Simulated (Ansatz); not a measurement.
# C2H5ClFIn (SMILES C[CH2][In]([F])[Cl]): what the fields show

```xyz
10

C     0.2464   -1.0997    0.8786
C     0.5285    0.3293    0.4436
In   -0.6250    0.9588   -1.2472
F    -1.8929   -0.2676   -2.0829
Cl   -0.6761    2.9786   -2.3850
H    -0.7963   -1.2427    1.1675
H     0.8656   -1.3622    1.7420
H     0.4637   -1.8204    0.0883
H     1.5733    0.4750    0.1603
H     0.3129    1.0508    1.2348
```

Geometry: PBE0-D4/def2-TZVP; core potentials replace the inner electrons of In.

Method: RKS PBE0-D4/def2-TZVPP in Ansatz.

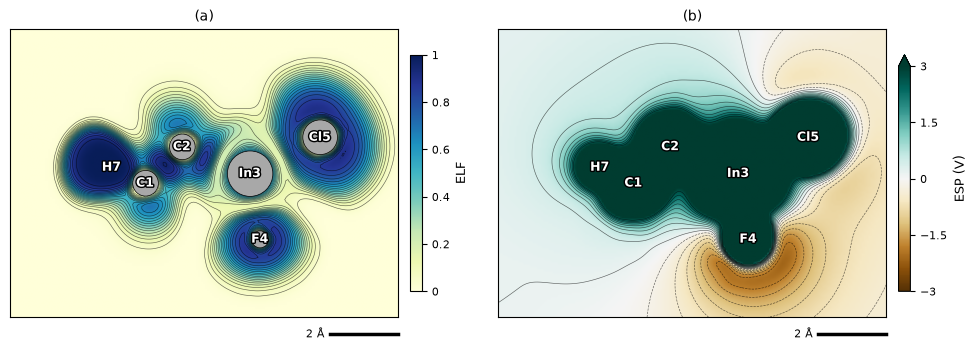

Figure 1. (a) ELF; (b) molecular electrostatic potential on the plane of atoms C2, C1 and H7. Grey discs cover the atomic cores in the ELF map.

Describe what can be read from this map.

Answer.
- Atoms in the plane: C, In, F, Cl and H.
- C–C (1.52 Å): the ELF peaks at about 0.95 between the atoms, as expected for a covalent bond.
- In–F (1.95 Å): the ELF peaks at about 0.80 in the valence shell of F, 0.5 Å from its nucleus, and drops to about 0.10 between the two atoms.
- C–In (2.14 Å): the ELF peaks at about 0.85 in the valence shell of C, 0.7 Å from its nucleus, and drops to about 0.20 between the two atoms.
- In–Cl (2.32 Å): the ELF peaks at about 0.80 in the valence shell of Cl, 0.8 Å from its nucleus, and drops to about 0.15 between the two atoms.
- C–H (1.09 Å): the ELF climbs to about 1 towards the hydrogen, as it does in any bond to H; a covalent bond by its length.
- The ELF also peaks beside F4 and Cl5, away from the bonds: lone-pair regions.
- Outside the dense part of the molecule the potential is most negative (−2.1 V) near F4.

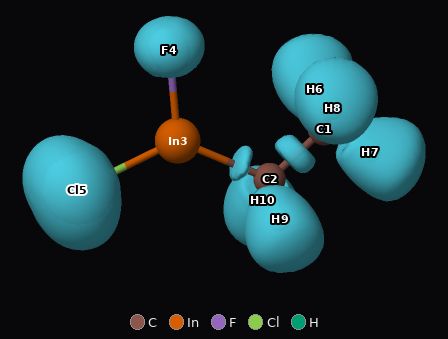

Figure 2. Isosurface of the electron localisation function at 0.8 (cyan), seen at a tilt. Core shells and regions of very low density are left out.

Identify the bonds, lone pairs and shells in this picture.

Answer. The surface consists of one region between bonded C–C atoms (shared pairs), five regions around hydrogen nuclei, one lobe of the valence shell of C pointing towards In (polar bonds), one region wrapped around Cl (its valence shell) and one region wrapped around F (its valence shell).

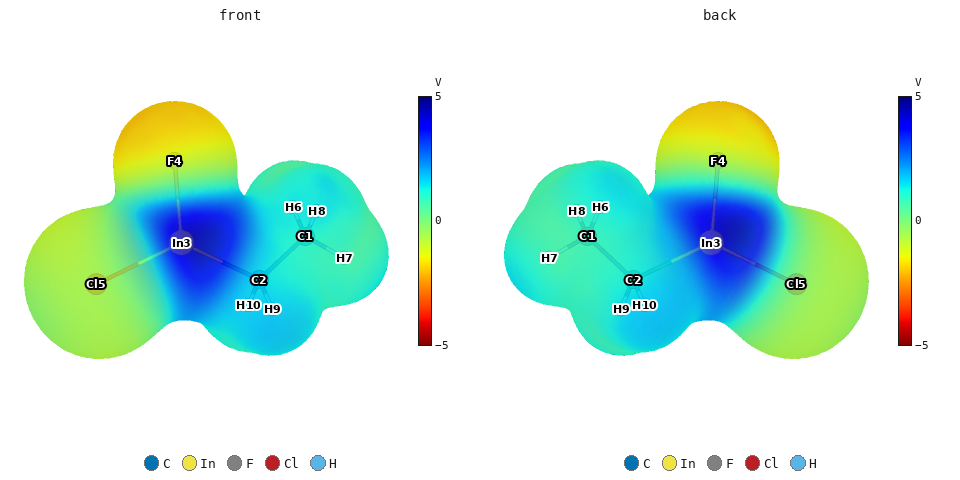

Figure 3. The molecular electrostatic potential painted on the density surface at 0.004 e/bohr³, seen from the front and from behind; the colour scale runs from red (negative) to blue (positive).

Where is the surface potential most negative and most positive?

Answer. The most negative region (about −2.0 V) lies over F4, the most positive (about +4.5 V) over In3.

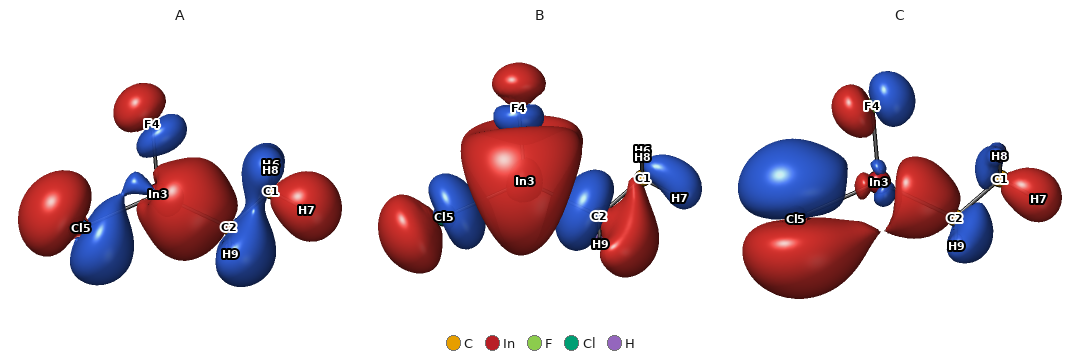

Figure 4. Three frontier orbitals at ±0.06 Å⁻³ᐟ² (blue and red are the two phases), in no order.

Order the three orbitals by energy and name them.

Answer. C is the HOMO−1 (−8.97 eV). By Hirshfeld shares it lies mainly on Cl5 (about 75 %), In3 (about 10 %) and F4 (about 5 %); largely a lone pair of Cl5. A is the HOMO (−8.34 eV). By Hirshfeld shares it lies mainly on Cl5 (about 30 %), C2 (about 25 %), In3 (about 20 %), F4 (about 10 %) and C1 (about 5 %). B is the LUMO (−1.60 eV). Its weight (Hirshfeld) is mainly on In3 (about 50 %), C2 (about 15 %), Cl5 (about 15 %) and F4 (about 10 %).

What is the HOMO–LUMO gap?

Answer. 6.74 eV between the orbital energies.
